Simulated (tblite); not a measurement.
**C3H14NOPSi2: geometry relaxation (part 1 of 2)**

The run: geometry relaxation of C3H14NOPSi2. Method and program: GFN2-xTB geometry optimisation, gas phase (tblite 0.8.0).

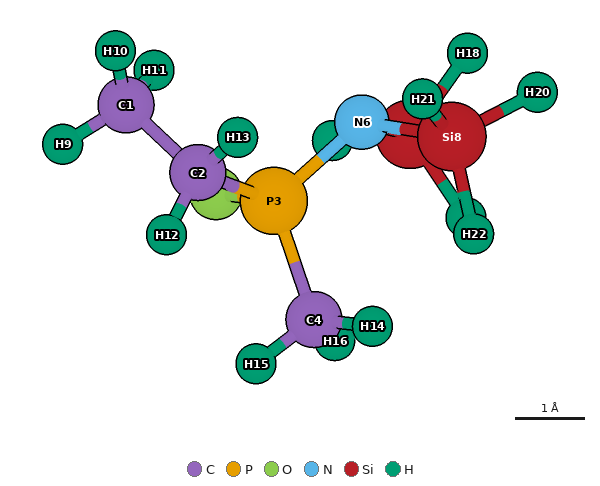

*The structure as given in the input (ball-and-stick view, seen at an oblique angle; atoms are numbered from 1 in the order of the input).*

Bond lengths as drawn: C–C 1.52 Å, C–H 1.09 to 1.12 Å, C–P 1.82 to 1.83 Å, H–Si 1.46 to 1.48 Å, N–P 1.72 Å, N–Si 1.78 to 1.80 Å and O–P 1.53 Å.

Input file:
```
{"job": {"kind": "relax", "xc": "GFN2-xTB", "basis": "xTB"}, "charge": 0, "multiplicity": 1}
C     -2.637700    -1.128800     0.467000
C     -1.776900    -0.564700    -0.651900
P     -0.452100     0.425300     0.097500
C     -0.019800     1.829100    -0.988300
O     -1.020500     0.990800     1.399200
N      0.900700    -0.549600     0.528600
Si     1.901400     0.382100     1.697800
Si     1.936800    -1.002100    -0.839800
H     -3.538000    -0.498700     0.534000
H     -2.890700    -2.186600     0.224500
H     -2.036200    -1.151900     1.377700
H     -2.366500     0.024400    -1.375500
H     -1.333200    -1.419100    -1.185400
H      0.670300     1.539800    -1.794800
H     -0.944200     2.274500    -1.391100
H      0.459700     2.592000    -0.318800
H      2.614600     1.397100     0.930400
H      2.844900    -0.538600     2.346600
H      0.972200     0.972000     2.679400
H      3.288400    -1.375900    -0.364200
H      1.299800    -2.103100    -1.597900
H      2.116400     0.111100    -1.776000
```

The first line tells a small driver script what to run in tblite; the rest is the geometry in Å.

Launch command:
```bash
OMP_NUM_THREADS=1 python <driver script> task.json out
```

Output:
```
step      E/eV     max force
  0    -724.56409    4.528
  1    -724.78544    2.941
  2    -724.88187    0.884
  3    -724.94717    0.744
  4    -725.01762    0.689
  5    -725.04563    0.390
  6    -725.07440    0.364
  7    -725.09936    0.567
  8    -725.13160    0.595
  9    -725.15808    0.358
 10    -725.18252    0.333
 11    -725.20687    0.420
 12    -725.23148    0.531
 13    -725.25426    0.399
 14    -725.27188    0.317
 15    -725.28507    0.298
 16    -725.30019    0.335
 17    -725.31527    0.316
 18    -725.32585    0.207
 19    -725.33333    0.197
 20    -725.34010    0.257
 21    -725.34714    0.226
 22    -725.35354    0.172
 23    -725.35835    0.121
 24    -725.36244    0.131
 25    -725.36666    0.162
 26    -725.37074    0.153
 27    -725.37454    0.151
 28    -725.37830    0.131
 29    -725.38228    0.147
 30    -725.38590    0.137
 31    -725.38867    0.104
 32    -725.39091    0.097
 33    -725.39305    0.115
 34    -725.39506    0.120
 35    -725.39686    0.093
 36    -725.39859    0.105
 37    -725.40050    0.108
 38    -725.40259    0.106
 39    -725.40461    0.130
 40    -725.40648    0.117
 41    -725.40853    0.118
 42    -725.41117    0.158
 43    -725.41449    0.181
 44    -725.41823    0.147
 45    -725.42217    0.145
 46    -725.42644    0.143
 47    -725.43114    0.161
 48    -725.43556    0.166
 49    -725.43289    0.334
 50    -725.44068    0.109
 51    -725.44236    0.084
 52    -725.44796    0.141
 53    -725.45043    0.150
 54    -725.45798    0.139
 55    -725.46178    0.114
 56    -725.46455    0.121
 57    -725.46614    0.143
 58    -725.46873    0.129
 59    -725.47256    0.136
 60    -725.47569    0.135
 61    -725.47838    0.127
 62    -725.48181    0.128
 63    -725.48512    0.096
 64    -725.48788    0.091
 65    -725.49023    0.127
 66    -725.49271    0.124
 67    -725.49580    0.140
 68    -725.49955    0.112
 69    -725.50248    0.094
 70    -725.50400    0.099
 71    -725.50673    0.110
 72    -725.50958    0.134
 73    -725.51317    0.130
 74    -725.51649    0.144
 75    -725.51806    0.167
 76    -725.52082    0.118
 77    -725.52252    0.100
 78    -725.52698    0.099
 79    -725.52915    0.121
 80    -725.53182    0.148
 81    -725.53408    0.147
 82    -725.53730    0.139
 83    -725.54120    0.145
 84    -725.54458    0.109
 85    -725.54684    0.121
 86    -725.54854    0.107
 87    -725.55039    0.116
 88    -725.55346    0.108
 89    -725.55659    0.107
 90    -725.56020    0.103
 91    -725.56306    0.125
 92    -725.56610    0.155
 93    -725.56954    0.161
 94    -725.57341    0.140
 95    -725.57736    0.120
 96    -725.58075    0.114
 97    -725.58294    0.099
 98    -725.58427    0.090
 99    -725.58535    0.105
100    -725.58684    0.090
101    -725.58899    0.093
102    -725.59101    0.107
103    -725.59264    0.078
104    -725.59366    0.054
105    -725.59446    0.046
106    -725.59512    0.092
107    -725.59582    0.056
108    -725.59645    0.041
109    -725.59683    0.029
110    -725.59707    0.032
111    -725.59727    0.033
112    -725.59750    0.037
113    -725.59775    0.038
114    -725.59797    0.029
115    -725.59813    0.029
116    -725.59824    0.024
117    -725.59836    0.022
118    -725.59849    0.025
119    -725.59862    0.024
120    -725.59874    0.025
121    -725.59885    0.025
122    -725.59895    0.020
123    -725.59905    0.018
124    -725.59917    0.022
125    -725.59929    0.023
126    -725.59940    0.021
127    -725.59948    0.021
128    -725.59957    0.020
129    -725.59971    0.023
130    -725.59991    0.030
131    -725.60017    0.034
132    -725.60044    0.032
133    -725.60075    0.040
134    -725.60111    0.037
135    -725.60147    0.031
136    -725.60172    0.030
137    -725.60189    0.026
138    -725.60204    0.029
139    -725.60219    0.025
140    -725.60233    0.025
141    -725.60244    0.022
142    -725.60254    0.019
143    -725.60268    0.027
144    -725.60290    0.040
145    -725.60319    0.043
146    -725.60343    0.033
147    -725.60358    0.031
148    -725.60369    0.023
149    -725.60381    0.024
150    -725.60397    0.031
151    -725.60415    0.034
152    -725.60430    0.021
153    -725.60440    0.021
154    -725.60447    0.022
155    -725.60456    0.022
156    -725.60469    0.025
157    -725.60484    0.022
158    -725.60500    0.022
159    -725.60516    0.024
160    -725.60534    0.034
161    -725.60554    0.036
162    -725.60572    0.025
163    -725.60584    0.018
164    -725.60592    0.024
165    -725.60601    0.027
166    -725.60615    0.022
167    -725.60626    0.021
168    -725.60636    0.017
169    -725.60643    0.021
170    -725.60651    0.019
171    -725.60658    0.019
172    -725.60666    0.023
173    -725.60674    0.021
174    -725.60682    0.022
175    -725.60692    0.022
176    -725.60701    0.023
177    -725.60708    0.017
178    -725.60715    0.018
179    -725.60721    0.017
180    -725.60726    0.016
181    -725.60730    0.016
182    -725.60735    0.016
183    -725.60742    0.017
184    -725.60752    0.021
185    -725.60765    0.024
186    -725.60778    0.029
187    -725.60789    0.025
188    -725.60800    0.020
189    -725.60812    0.020
190    -725.60822    0.017
191    -725.60830    0.029
192    -725.60838    0.024
193    -725.60852    0.024
194    -725.60860    0.023
195    -725.60868    0.013
196    -725.60872    0.011
197    -725.60875    0.010
198    -725.60878    0.010
199    -725.60881    0.011
200    -725.60883    0.008
```

Trajectory as extended XYZ (Å, eV, eV/Å), 10 of the 201 frames kept, from step=0 to step=200:
```
22
Properties=species:S:1:pos:R:3:forces:R:3 step=0 energy=-724.56409
C    -2.6377   -1.1288    0.4670   -0.2870  -0.6260  -0.4100
C    -1.7769   -0.5647   -0.6519    0.3060  -1.0130  -0.9790
P    -0.4521    0.4253    0.0975   -1.0660   1.4860   4.1420
C    -0.0198    1.8291   -0.9883    0.5550   0.5800  -0.1050
O    -1.0205    0.9908    1.3992    0.9850  -0.7560  -2.5400
N     0.9007   -0.5496    0.5286    0.6940   0.7710  -1.0630
Si    1.9014    0.3821    1.6978   -0.8490  -0.1240   0.5130
Si    1.9368   -1.0021   -0.8398   -0.1930  -0.5610   0.0470
H    -3.5380   -0.4987    0.5340    0.3930  -0.5370   0.5130
H    -2.8907   -2.1866    0.2245   -0.2220   0.7810   0.2190
H    -2.0362   -1.1519    1.3777   -0.4620   0.2210   0.0270
H    -2.3665    0.0244   -1.3755    0.3550  -0.0850   0.2960
H    -1.3332   -1.4191   -1.1854    0.0290   0.2990  -0.1730
H     0.6703    1.5398   -1.7948   -0.4260   0.3460   0.2350
H    -0.9442    2.2745   -1.3911    0.3870  -0.2970   0.1590
H     0.4597    2.5920   -0.3188   -0.3510  -0.6660  -0.6040
H     2.6146    1.3971    0.9304    0.1740   0.1870   0.0040
H     2.8449   -0.5386    2.3466   -0.1880  -0.0200  -0.2430
H     0.9722    0.9720    2.6794    0.4680  -0.2170  -0.2400
H     3.2884   -1.3759   -0.3642   -0.4660   0.0360  -0.0090
H     1.2998   -2.1031   -1.5979    0.0220   0.2210   0.2930
H     2.1164    0.1111   -1.7760    0.1440  -0.0240  -0.0830
22
Properties=species:S:1:pos:R:3:forces:R:3 step=22 energy=-725.35354
C    -2.5817   -1.2233    0.4101    0.0340   0.0340  -0.0220
C    -1.6296   -0.6288   -0.6175    0.1030   0.0630  -0.1230
P    -0.4821    0.5801    0.1892    0.0070   0.0050   0.0740
C    -0.1240    1.9069   -1.0290    0.0030  -0.0620   0.0070
O    -1.0463    1.1066    1.4347    0.0280   0.0180  -0.1020
N     1.0259   -0.1674    0.3943   -0.0260   0.0310   0.0700
Si    1.9444    0.4547    1.7599    0.0610   0.0460  -0.0100
Si    1.8524   -1.0095   -0.8890   -0.0730   0.1000   0.0160
H    -3.4190   -0.5539    0.5808   -0.0350   0.0390   0.0430
H    -2.9612   -2.1798    0.0587   -0.0500  -0.0330   0.0720
H    -2.0725   -1.3543    1.3607    0.0410  -0.1120   0.0170
H    -2.1905   -0.0870   -1.3807   -0.0170   0.0900  -0.0430
H    -1.0734   -1.4096   -1.1276    0.1010  -0.0510   0.0210
H     0.4554    1.5314   -1.8650   -0.0190   0.0240  -0.0700
H    -1.0461    2.3591   -1.3867   -0.0020   0.0210   0.0680
H     0.4589    2.6461   -0.4795   -0.0490   0.0460  -0.0770
H     2.7978    1.5706    1.2945   -0.0730  -0.1400   0.0110
H     2.7417   -0.7075    2.1618   -0.0010   0.0820   0.0330
H     1.0740    0.9230    2.8219   -0.0060  -0.0710  -0.0010
H     3.0479   -1.5558   -0.2702    0.0440  -0.0700   0.0190
H     0.9787   -2.0477   -1.4185   -0.0560  -0.1270  -0.0190
H     2.2388   -0.1346   -2.0039   -0.0150   0.0670   0.0140
22
Properties=species:S:1:pos:R:3:forces:R:3 step=44 energy=-725.41823
C    -2.4873   -1.2133    0.4022   -0.0010   0.0060   0.0450
C    -1.5640   -0.6018   -0.6417   -0.1040  -0.0940  -0.0360
P    -0.4534    0.6246    0.1648   -0.0770  -0.0410   0.0000
C    -0.1667    1.9114   -1.1061   -0.0140   0.0680   0.0040
O    -1.0369    1.1974    1.3774   -0.0250   0.0640   0.0830
N     1.0214   -0.1485    0.4229   -0.0010  -0.0670   0.0190
Si    1.9140    0.4239    1.8198    0.0160   0.0020   0.0520
Si    1.8155   -1.0370   -0.8456    0.0370  -0.0090  -0.0520
H    -3.1796   -0.4512    0.7589    0.0050  -0.1090   0.0030
H    -3.0450   -2.0563   -0.0121    0.0120   0.1350   0.0570
H    -1.9118   -1.5573    1.2618    0.0100  -0.0250  -0.0770
H    -2.1478   -0.0739   -1.3994   -0.0380   0.0500   0.0010
H    -0.9872   -1.3686   -1.1491    0.0160  -0.0560  -0.0160
H     0.2589    1.5280   -2.0281   -0.0010   0.0480   0.0300
H    -1.1327    2.3760   -1.2932   -0.0350  -0.0090  -0.0800
H     0.4758    2.6673   -0.6601    0.1280  -0.0080  -0.0510
H     2.7298    1.5645    1.3860    0.0360   0.0340   0.0140
H     2.7505   -0.7210    2.1828   -0.0010   0.0280   0.0220
H     1.0168    0.7976    2.8949   -0.0290  -0.0330   0.0200
H     3.0058   -1.6050   -0.2236   -0.0160   0.0260  -0.0460
H     0.9695   -2.1147   -1.3691    0.0270   0.0110   0.0520
H     2.1441   -0.1228   -1.9441    0.0560  -0.0210  -0.0450
22
Properties=species:S:1:pos:R:3:forces:R:3 step=67 energy=-725.49580
C    -2.3693   -1.2728    0.4698    0.0210  -0.0280   0.0450
C    -1.6254   -0.5430   -0.6382   -0.0310   0.0020   0.0220
P    -0.4425    0.6762    0.0904   -0.0340   0.0040  -0.1140
C    -0.1185    1.8794   -1.2690    0.0160  -0.0190   0.0160
O    -1.0059    1.3419    1.2677    0.0350   0.0270  -0.0550
N     1.0203   -0.1065    0.4041   -0.0640   0.0780  -0.0020
Si    1.7676    0.3958    1.9125   -0.0320  -0.0880   0.0450
Si    1.8593   -1.0022   -0.8321   -0.0740   0.0010   0.0740
H    -2.6790   -0.5435    1.2204    0.0380  -0.0920  -0.0280
H    -3.2596   -1.7759    0.0871    0.1110   0.0180   0.0000
H    -1.7275   -2.0123    0.9482   -0.0150   0.0590   0.0030
H    -2.3384    0.0681   -1.1985    0.0130   0.0540  -0.0640
H    -1.1392   -1.2281   -1.3326   -0.0120   0.0310   0.0380
H     0.0882    1.4188   -2.2341   -0.0170   0.0030   0.1390
H    -0.9994    2.5207   -1.3431    0.1050  -0.0820   0.0140
H     0.7322    2.4877   -0.9598   -0.0430   0.0030  -0.0520
H     2.4910    1.6479    1.6789   -0.0180   0.0670   0.0120
H     2.7072   -0.6862    2.2073    0.0120  -0.0040   0.0040
H     0.7593    0.4903    2.9534    0.0340   0.0000   0.0060
H     3.1228   -1.4021   -0.2248   -0.0290  -0.0240  -0.0250
H     1.0329   -2.1548   -1.1917    0.0050  -0.0570  -0.0270
H     2.1135   -0.1800   -2.0168   -0.0200   0.0450  -0.0490
```
